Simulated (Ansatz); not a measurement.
# Geometry relaxation, with input and output: SnH$_{5}$Br

The run: geometry relaxation of SnH$_{5}$Br. Method and program: RKS PBE/def2-SVP (Ansatz 0.2.0).

The input holds or restrains some coordinates. Forces given for the steps count only the free coordinates. It belongs to a series of runs on one base structure; here: pulled along the bonds that form and break, towards end A. Figures and captions count atoms from 1; the log counts them from 0 in places.

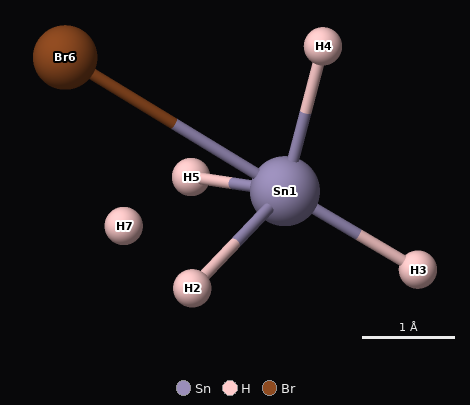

Fig. 1: The structure as given in the input (ball-and-stick view, seen at a tilt; atoms are numbered from 1 in the order of the input). Sticks mark near contacts. Bond lengths as drawn: Br–Sn 2.89 Å and H–Sn 1.74 to 2.09 Å.

## Key numbers

```tsv
quantity	value
outcome	converged under the restraints of the input
total energy	−75938.4909 eV
mean-field energy	−75938.4909 eV
largest force (length of the vector) at the end, held atoms and coordinates included	1.217 eV/Å
hardware	2 threads of Arm Neoverse V1, 24 GiB of memory available, shared host
wall time	12 s (CPU time 23 s)
peak memory	0.15 GiB
```

## Input
```yaml
crystal:
  periodic: [false, false, false]
  atoms:
    - { symbol: Sn, position_ang: [0.0, 0.0, 0.0] }
    - { symbol: H, position_ang: [0.0, 0.0, 2.09] }
    - { symbol: H, position_ang: [1.6408, 0.0, -0.5794] }
    - { symbol: H, position_ang: [-0.8195, 1.4198, -0.5794] }
    - { symbol: H, position_ang: [-0.8195, -1.4198, -0.5794] }
    - { symbol: Br, position_ang: [-2.7426, 0.0, 0.9113] }
    - { symbol: H, position_ang: [-1.0109, 0.0, 2.145] }
basis:
  gaussian: { orbitals: def2-SVP }
hamiltonian:
  xc: pbe
relax:
  f_tol: 0.15
  max_steps: 25
  restrain:
    - { distance: [0, 5], at: 3.79, k: 30.0 }
    - { distance: [6, 1], at: 1.86, k: 30.0 }
    - { distance: [0, 1], at: 1.74, k: 30.0 }
    - { distance: [6, 5], at: 1.55, k: 30.0 }
output:
  orbitals: {}
```

Run as:
```bash
ansatz run input.yaml --threads 2 --pin off --max-ram 3072MiB --backend cpu --events-out ev --progress --plain --runs-dir out
```

## Output
```
The last accepted step is kept in [file] (removed where the run ends without a failure and the disk answers)
Engine: ansatz 0.2.0, aarch64-unknown-linux-gnu
Functional definition: PBE
  parameter kappa = 0.804
  parameter beta = 0.06672455060314922
  exchange = pbe_x(kappa = kappa, mu = beta*pi^2/3)
  correlation = pbe_c(beta = beta)
926 factors; their error is unknown
mean field evaluation 1: about -75935.1615 eV, gradient 2.0e1 eV
mean field evaluation 2: about -75904.8152 eV, gradient 7.4e1 eV
mean field evaluation 4: about -75936.6070 eV, gradient 3.3e0 eV
mean field evaluation 8: about -75936.6347 eV, gradient 8.6e-2 eV
mean field evaluation 16: about -75936.5764 eV, gradient 4.4e-5 eV
mean field evaluation 32: about -75918.7013 eV, gradient 4.2e1 eV
mean field -75936.57643478 eV, -2790.6177123179 hartree, gradient 4.4e-5 eV, S^2 0.000000; 3 other end points of the search recorded, 0 dependent functions left out
the calculation of the forces begins
reference -75936.57647276 eV, -2790.6177137136 hartree; 31, 31 occupied and 52, 52 virtual orbitals, 926 factors
relax step   1: F+E_penalty+E_count = -75936.57643478 eV  Δ(F+E_penalty+E_count) = +0.000e0 eV  max|allowed force component| = 1.546e0 eV/Å  E_restraint = 29.74337024 eV  max|allowed force component, restraints' pulls added| = 3.919e1 eV/Å  Δτ_max = 0.0000 Å  (95 SCF iters, accepted)
  distance Sn 0 - Br 5 = 2.8900 Å
  distance H 6 - H 1 = 1.0124 Å
  distance Sn 0 - H 1 = 2.0900 Å
  distance H 6 - Br 5 = 2.1262 Å
these checks for a lower state are left out or cut short: starts, cluster_reference, orbital_swaps, neighbouring_geometries, increment
926 factors; their error is unknown
mean field -75936.70816878 eV, -2790.6225534533 hartree, gradient 2.2e-5 eV, S^2 0.000000; 0 other end points of the search recorded, 0 dependent functions left out
the calculation of the forces begins
reference -75936.70820703 eV, -2790.6225548587 hartree; 31, 31 occupied and 52, 52 virtual orbitals, 926 factors
relax step   2: F+E_penalty+E_count = -75936.70816878 eV  Δ(F+E_penalty+E_count) = -1.317e-1 eV  max|allowed force component| = 2.638e0 eV/Å  E_restraint = 14.48060589 eV  max|allowed force component, restraints' pulls added| = 2.748e1 eV/Å  Δτ_max = 0.1966 Å  (32 SCF iters, accepted)
  distance Sn 0 - Br 5 = 3.1263 Å
  distance H 6 - H 1 = 1.3122 Å
  distance Sn 0 - H 1 = 2.0097 Å
  distance H 6 - Br 5 = 1.9399 Å
these checks for a lower state are left out or cut short: starts, cluster_reference, orbital_swaps, neighbouring_geometries, increment
926 factors; their error is unknown
mean field -75937.11014659 eV, -2790.6373258652 hartree, gradient 1.5e-5 eV, S^2 0.000000; 0 other end points of the search recorded, 0 dependent functions left out
the calculation of the forces begins
reference -75937.11018496 eV, -2790.6373272753 hartree; 31, 31 occupied and 52, 52 virtual orbitals, 926 factors
relax step   3: F+E_penalty+E_count = -75937.11014659 eV  Δ(F+E_penalty+E_count) = -4.020e-1 eV  max|allowed force component| = 4.190e0 eV/Å  E_restraint = 5.38959958 eV  max|allowed force component, restraints' pulls added| = 1.540e1 eV/Å  Δτ_max = 0.1930 Å  (32 SCF iters, accepted)
  distance Sn 0 - Br 5 = 3.3220 Å
  distance H 6 - H 1 = 1.5964 Å
  distance Sn 0 - H 1 = 1.9112 Å
  distance H 6 - Br 5 = 1.7536 Å
these checks for a lower state are left out or cut short: starts, cluster_reference, orbital_swaps, neighbouring_geometries, increment
926 factors; their error is unknown
mean field evaluation 64: about -75937.8099 eV, gradient 2.2e-5 eV
mean field -75937.80987120 eV, -2790.6630402702 hartree, gradient 2.2e-5 eV, S^2 0.000000; 0 other end points of the search recorded, 0 dependent functions left out
the calculation of the forces begins
reference -75937.80991017 eV, -2790.6630417024 hartree; 31, 31 occupied and 52, 52 virtual orbitals, 926 factors
relax step   4: F+E_penalty+E_count = -75937.80987120 eV  Δ(F+E_penalty+E_count) = -6.997e-1 eV  max|allowed force component| = 3.955e0 eV/Å  E_restraint = 0.88780838 eV  max|allowed force component, restraints' pulls added| = 4.281e0 eV/Å  Δτ_max = 0.1942 Å  (31 SCF iters, accepted)
  distance Sn 0 - Br 5 = 3.5596 Å
  distance H 6 - H 1 = 1.8304 Å
  distance Sn 0 - H 1 = 1.7976 Å
  distance H 6 - Br 5 = 1.5934 Å
these checks for a lower state are left out or cut short: starts, cluster_reference, orbital_swaps, neighbouring_geometries, increment
926 factors; their error is unknown
mean field -75938.33889950 eV, -2790.6824817016 hartree, gradient 1.8e-5 eV, S^2 0.000000; 0 other end points of the search recorded, 0 dependent functions left out
the calculation of the forces begins
reference -75938.33893896 eV, -2790.6824831518 hartree; 31, 31 occupied and 52, 52 virtual orbitals, 926 factors
relax step   5: F+E_penalty+E_count = -75938.33889950 eV  Δ(F+E_penalty+E_count) = -5.290e-1 eV  max|allowed force component| = 1.567e0 eV/Å  E_restraint = 0.05221183 eV  max|allowed force component, restraints' pulls added| = 1.237e0 eV/Å  Δτ_max = 0.1998 Å  (26 SCF iters, accepted)
  distance Sn 0 - Br 5 = 3.7373 Å
  distance H 6 - H 1 = 1.8805 Å
  distance Sn 0 - H 1 = 1.7535 Å
  distance H 6 - Br 5 = 1.5397 Å
these checks for a lower state are left out or cut short: starts, cluster_reference, orbital_swaps, neighbouring_geometries, increment
926 factors; their error is unknown
mean field -75938.42941786 eV, -2790.6858081902 hartree, gradient 1.3e-5 eV, S^2 0.000000; 0 other end points of the search recorded, 0 dependent functions left out
the calculation of the forces begins
reference -75938.42945755 eV, -2790.6858096486 hartree; 31, 31 occupied and 52, 52 virtual orbitals, 926 factors
relax step   6: F+E_penalty+E_count = -75938.42941786 eV  Δ(F+E_penalty+E_count) = -9.052e-2 eV  max|allowed force component| = 1.214e0 eV/Å  E_restraint = 0.01830644 eV  max|allowed force component, restraints' pulls added| = 5.355e-1 eV/Å  Δτ_max = 0.1988 Å  (26 SCF iters, accepted)
  distance Sn 0 - Br 5 = 3.7833 Å
  distance H 6 - H 1 = 1.8623 Å
  distance Sn 0 - H 1 = 1.7447 Å
  distance H 6 - Br 5 = 1.5161 Å
these checks for a lower state are left out or cut short: starts, cluster_reference, orbital_swaps, neighbouring_geometries, increment
926 factors; their error is unknown
mean field -75938.47210699 eV, -2790.6873769867 hartree, gradient 2.0e-5 eV, S^2 0.000000; 0 other end points of the search recorded, 0 dependent functions left out
the calculation of the forces begins
reference -75938.47214720 eV, -2790.6873784643 hartree; 31, 31 occupied and 52, 52 virtual orbitals, 926 factors
relax step   7: F+E_penalty+E_count = -75938.47210699 eV  Δ(F+E_penalty+E_count) = -4.269e-2 eV  max|allowed force component| = 1.273e0 eV/Å  E_restraint = 0.01899448 eV  max|allowed force component, restraints' pulls added| = 3.534e-1 eV/Å  Δτ_max = 0.1285 Å  (25 SCF iters, accepted)
  distance Sn 0 - Br 5 = 3.7943 Å
  distance H 6 - H 1 = 1.8566 Å
  distance Sn 0 - H 1 = 1.7432 Å
  distance H 6 - Br 5 = 1.5150 Å
these checks for a lower state are left out or cut short: starts, cluster_reference, orbital_swaps, neighbouring_geometries, increment
926 factors; their error is unknown
mean field evaluation 96: about -75938.4908 eV, gradient 1.4e-5 eV
mean field -75938.49083728 eV, -2790.6880653123 hartree, gradient 1.4e-5 eV, S^2 0.000000; 0 other end points of the search recorded, 0 dependent functions left out
the calculation of the forces begins
reference -75938.49087740 eV, -2790.6880667865 hartree; 31, 31 occupied and 52, 52 virtual orbitals, 926 factors
relax step   8: F+E_penalty+E_count = -75938.49083728 eV  Δ(F+E_penalty+E_count) = -1.873e-2 eV  max|allowed force component| = 1.177e0 eV/Å  E_restraint = 0.02496048 eV  max|allowed force component, restraints' pulls added| = 3.599e-2 eV/Å  Δτ_max = 0.0327 Å  (25 SCF iters, accepted)
```

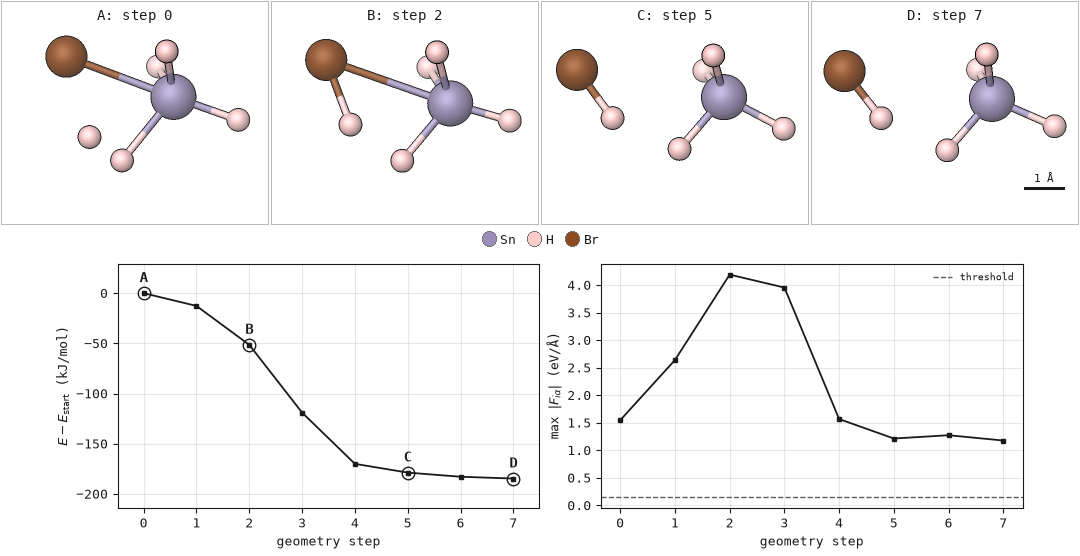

Fig. 2: Frames of the restrained relaxation (ball-and-stick view, seen at a tilt) above the curves, on which the letters mark them (the first geometry is step 0 here and step 1 in the log).

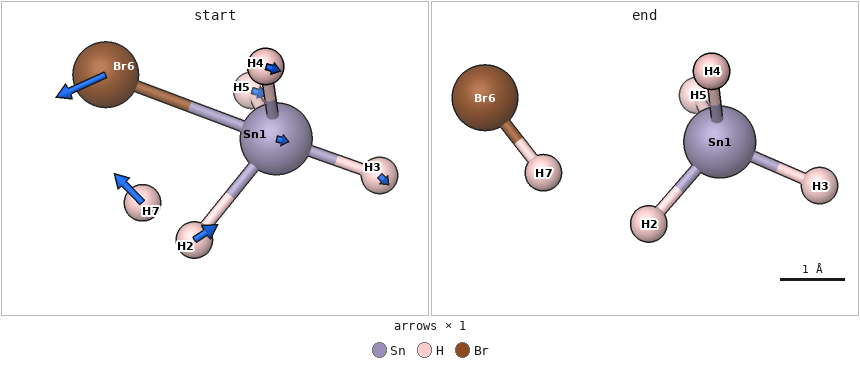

Fig. 3: Before (left) and after (right) the restrained relaxation, at one scale (ball-and-stick view, seen at a tilt). The blue arrows give the displacements, at true length. The atom that moves furthest after the best rigid fit is Br6 (0.89 Å). By element the largest moves are Br 0.89 Å, H 0.67 Å, Sn 0.22 Å. Distances before and after: Sn1–Br6 2.890 → 3.795 Å, Br6–H7 2.126 → 1.510 Å, Sn1–H2 2.090 → 1.740 Å, Sn1–H4 1.739 → 1.721 Å. New bonds form: Br6–H7 (2.13 → 1.51 Å). Bonds break: Sn1–Br6 (2.89 → 3.80 Å). Among the angles that change: H2–Sn1–H3 109.4° → 107.3°, H4–Sn1–H5 109.5° → 111.5°. The energy falls by 184.7 kJ/mol in 7 geometry steps. Largest force component: 1.5 eV/Å at the start, 1.2 eV/Å at the end. (Atoms are counted from 1 in the order of the input.)

```
  distance Sn 0 - Br 5 = 3.7954 Å
  distance H 6 - H 1 = 1.8588 Å
  distance Sn 0 - H 1 = 1.7401 Å
  distance H 6 - Br 5 = 1.5096 Å
926 factors; their error is unknown
mean field -75938.49083728 eV, -2790.6880653123 hartree, gradient 1.4e-5 eV, S^2 0.000000; 1 other end points of the search recorded, 0 dependent functions left out
the calculation of the forces begins
reference -75938.49087740 eV, -2790.6880667865 hartree; 31, 31 occupied and 52, 52 virtual orbitals, 926 factors
Total energy: -75938.49087740 eV, -2790.6880667865 hartree
Atom 0 at     0.207280     0.000000    -0.086211 Å, force     0.129519    -0.000000    -0.108229 eV/Å
Atom 1 at     0.125571     0.000000     1.651984 Å, force    -0.026493     0.000000     0.009368 eV/Å
Atom 2 at     1.878683    -0.000000    -0.522727 Å, force    -0.000772     0.000000     0.005955 eV/Å
Atom 3 at    -0.558984     1.422657    -0.678510 Å, force     0.006212    -0.013333     0.012507 eV/Å
Atom 4 at    -0.558984    -1.422657    -0.678510 Å, force     0.006212     0.013333     0.012507 eV/Å
Atom 5 at    -3.154325    -0.000000     1.675740 Å, force     1.062325     0.000000     0.377526 eV/Å
Atom 6 at    -1.690941    -0.000000     2.046334 Å, force    -1.177002    -0.000000    -0.309635 eV/Å
Dipole moment:     0.253634    -0.000000    -0.047429 e Å
```

## Trajectory as extended XYZ (Å, eV, eV/Å), 8 frames, from step=1 to step=8
```
7
Properties=species:S:1:pos:R:3:forces:R:3 step=1 energy=-75936.57643
Sn    0.0000    0.0000    0.0000   -1.0786   0.0000  -0.9251
H     0.0000    0.0000    2.0900   -0.7342   0.0000  -0.2784
H     1.6408    0.0000   -0.5794    0.4448   0.0000   0.6107
H    -0.8195    1.4198   -0.5794    0.6873   0.0888   0.0734
H    -0.8195   -1.4198   -0.5794    0.6873  -0.0888   0.0734
Br   -2.7426    0.0000    0.9113   -0.2892   0.0000   1.5458
H    -1.0109    0.0000    2.1450    0.2826   0.0000  -1.0997
7
Properties=species:S:1:pos:R:3:forces:R:3 step=2 energy=-75936.70817
Sn    0.1322    0.0000    0.0068   -2.6382   0.0000   0.1969
H     0.1106    0.0000    2.0164   -0.4844   0.0000  -1.1171
H     1.6511    0.0000   -0.5766    1.8204   0.0000  -0.2745
H    -0.8116    1.4178   -0.5776    0.8576  -0.5061   0.4302
H    -0.8116   -1.4178   -0.5776    0.8576   0.5061   0.4302
Br   -2.8228    0.0000    1.0274    0.8650   0.0000   1.9505
H    -1.1995    0.0000    2.0894   -1.2779   0.0000  -1.6162
7
Properties=species:S:1:pos:R:3:forces:R:3 step=3 energy=-75937.11015
Sn    0.2385    0.0000    0.0221   -4.1897   0.0000   0.7578
H     0.2064    0.0000    1.9330   -0.0811   0.0000  -1.2244
H     1.6821    0.0000   -0.5875    2.7761   0.0000  -0.8964
H    -0.8012    1.4074   -0.5697    1.0359  -0.7731   0.5176
H    -0.8012   -1.4074   -0.5697    1.0359   0.7731   0.5176
Br   -2.8901    0.0000    1.1389    1.6974   0.0000   1.9325
H    -1.3863    0.0000    2.0410   -2.2745   0.0000  -1.6046
7
Properties=species:S:1:pos:R:3:forces:R:3 step=4 energy=-75937.80987
Sn    0.3213    0.0000    0.0228   -3.9549   0.0000   0.2950
H     0.2529    0.0000    1.8192    0.1226   0.0000  -0.6140
H     1.7706    0.0000   -0.6230    2.1854   0.0000  -0.7896
H    -0.7627    1.3773   -0.5513    1.0109  -0.6994   0.4396
H    -0.7627   -1.3773   -0.5513    1.0109   0.6994   0.4396
Br   -3.0021    0.0000    1.2975    1.6803   0.0000   1.2366
H    -1.5691    0.0000    1.9941   -2.0551   0.0000  -1.0072
7
Properties=species:S:1:pos:R:3:forces:R:3 step=5 energy=-75938.33890
Sn    0.3036    0.0000   -0.0455   -1.0480   0.0000   0.2725
H     0.1851    0.0000    1.7040    0.2167   0.0000  -0.1058
H     1.8631    0.0000   -0.6614    0.5896   0.0000  -0.1157
H    -0.6572    1.3433   -0.5232    0.2001   0.1882  -0.0801
H    -0.6572   -1.3433   -0.5232    0.2001  -0.1882  -0.0801
Br   -3.1165    0.0000    1.4614    1.4084   0.0000   0.7078
H    -1.6726    0.0000    1.9960   -1.5669   0.0000  -0.5986
7
Properties=species:S:1:pos:R:3:forces:R:3 step=6 energy=-75938.42942
Sn    0.2203    0.0000   -0.1558   -0.2486   0.0000   0.4883
H     0.1479    0.0000    1.5875   -0.0368   0.0000   0.0994
H     1.8972    0.0000   -0.4656    0.1939   0.0000  -0.2669
H    -0.6165    1.4341   -0.6002    0.0980  -0.0203  -0.1870
H    -0.6165   -1.4341   -0.6002    0.0980   0.0203  -0.1870
Br   -3.1221    0.0000    1.6168    1.1092   0.0000   0.4459
H    -1.6621    0.0000    2.0256   -1.2137   0.0000  -0.3927
7
Properties=species:S:1:pos:R:3:forces:R:3 step=7 energy=-75938.47211
Sn    0.1998    0.0000   -0.0609    0.2315   0.0000  -0.4018
H     0.1193    0.0000    1.6805   -0.0214   0.0000  -0.0689
H     1.8720    0.0000   -0.5518   -0.1318   0.0000   0.1388
H    -0.5381    1.4318   -0.7020    0.0183  -0.1383   0.1302
H    -0.5381   -1.4318   -0.7020    0.0183   0.1383   0.1302
Br   -3.1678    0.0000    1.6872    1.1585   0.0000   0.3935
H    -1.6987    0.0000    2.0572   -1.2735   0.0000  -0.3221
7
Properties=species:S:1:pos:R:3:forces:R:3 step=8 energy=-75938.49084
Sn    0.2073    0.0000   -0.0862    0.1295   0.0000  -0.1082
H     0.1256    0.0000    1.6520   -0.0265   0.0000   0.0094
H     1.8787    0.0000   -0.5227   -0.0008   0.0000   0.0060
H    -0.5590    1.4227   -0.6785    0.0062  -0.0133   0.0125
H    -0.5590   -1.4227   -0.6785    0.0062   0.0133   0.0125
Br   -3.1543    0.0000    1.6757    1.0623   0.0000   0.3775
H    -1.6909    0.0000    2.0463   -1.1770   0.0000  -0.3096
```

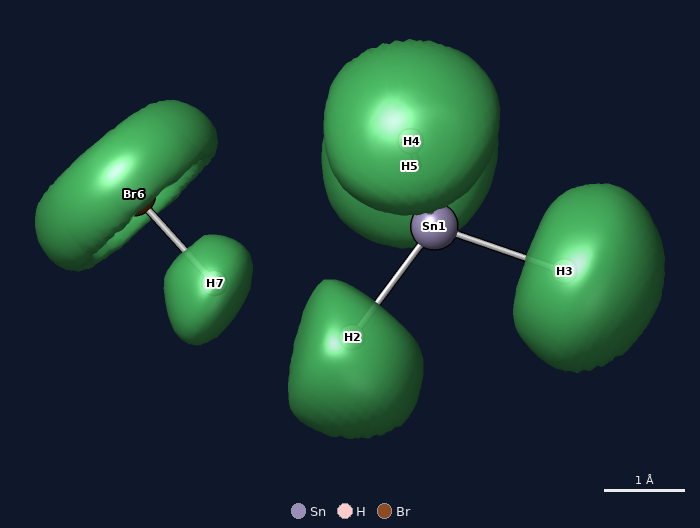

Fig. 4: Isosurface of the ELF at 0.85 (green), seen face on. Core shells and regions of very low density are left out. Profiles from the grid: Sn1···H7 (2.85 Å): the ELF is only about 0.10 between them; a non-bonded, intermolecular contact. Br–H (1.51 Å): the ELF climbs to about 1 towards the hydrogen, as it does in any bond to H.

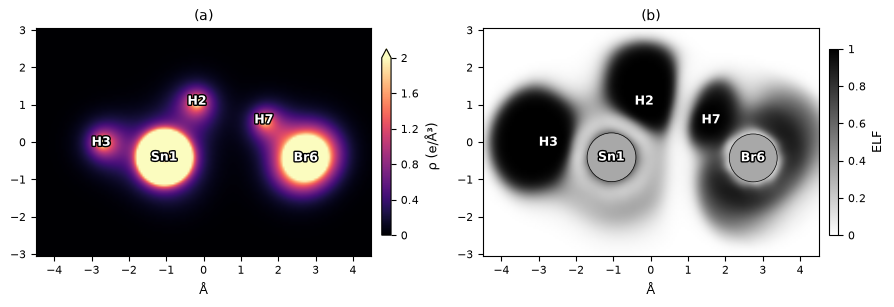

Fig. 5: (a) electron density; (b) electron localisation function on the plane of atoms H2, Sn1 and H3. Grey discs, where drawn, cover atomic cores. The section cuts through Sn, H and Br sites. Br–H (1.51 Å): ρ at the midpoint is about 1.4 e/Å³, with its minimum of 1.1 e/Å³ about 1.0 Å from Br; the ELF climbs to about 1 towards the hydrogen.
